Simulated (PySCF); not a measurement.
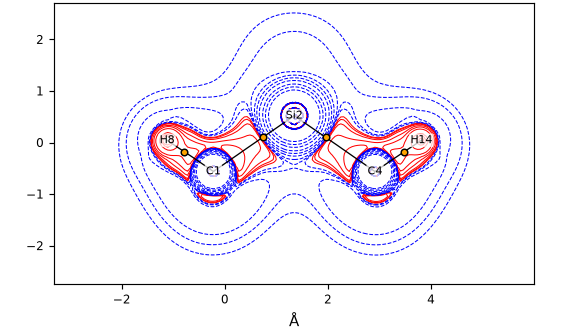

Figure. C3H9ClSi, SMILES `C[Si](C)(C)Cl`. Negative Laplacian of the density (−∇²ρ) in the plane of C1, Si2, C4, H8 and H14 (solid red lines positive, dashed blue lines negative, contours at ±0.02 to ±8 a.u.), with bond paths and bond critical points (dots).

PySCF calculation, ωB97X/def2-TZVP, gas phase; geometry: GFN2-xTB. No frequency check shows the geometry to be a minimum. GFN2-xTB bond lengths at metals and heavier atoms can be off by up to 0.1 Å and shapes distorted, which carries into these values.

Cartesian coordinates (Å):

```
C1      -0.8978   -1.3515    1.2035
Si2     -0.3029    0.0004    0.0001
C3      -0.9032   -0.3640   -1.7697
C4      -0.8947    1.7196    0.5697
Cl5      1.7417   -0.0022   -0.0021
H6      -1.9818   -1.3957    1.2409
H7      -0.5395   -1.1700    2.2118
H8      -0.5504   -2.3307    0.9023
H9      -0.5400   -1.3293   -2.1197
H10     -1.9873   -0.3782   -1.8225
H11     -0.5480    0.3851   -2.4702
H12     -1.9786    1.7757    0.5904
H13     -0.5329    1.9488    1.5723
H14     -0.5359    2.5016   -0.0920
```

Question: Sort the bonds in the plane by the sign of ∇²ρ at their critical points.

Answer: Concentrated (∇²ρ < 0): C1–H8 and C4–H14 (−0.94 a.u.). Depleted (∇²ρ > 0): C1–Si2 and Si2–C4 (+0.13 a.u., H = −0.076). A positive Laplacian with clearly negative H marks a strongly polar covalent bond, whose critical point lies close to the core of the less electronegative atom.

Question: Where along C1–H8 does the critical point lie?

Answer: 0.69 Å from C1 and 0.40 Å from H8.
